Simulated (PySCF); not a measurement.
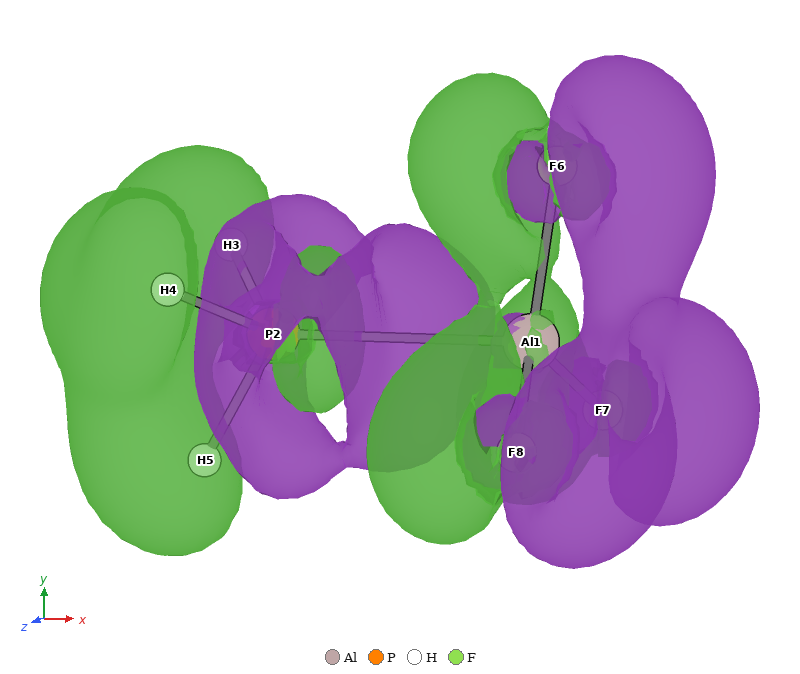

Al(PH3)F3 (AlF3H3P). Change of the electron density in a uniform field of 0.51 V/Å, surfaces at ±0.002 e/Å³ (purple: gain, green: loss).

Method: CAM-B3LYP/def2-SVPD; geometry: GFN2-xTB; program: PySCF. No frequency check shows the geometry to be a minimum. GFN2-xTB bond lengths at metals and heavier atoms can be off by up to 0.1 Å and shapes distorted, which carries into these values.

The field was applied in both directions; the picture shows the one opposite to the script's first.

**Along which Cartesian direction does the field point?**

Along −x: electrons gather on the +x side, against the field.

**What dipole is induced, and what polarisability does it imply?**

The induced dipole is 1.33 D (along the field); α along this axis, from the fields in both directions, is 53 bohr³ (7.9 Å³).

Cost of the run: 43 s on 1 thread of Arm Neoverse V2, on a shared host, peak memory 0.7 GiB.
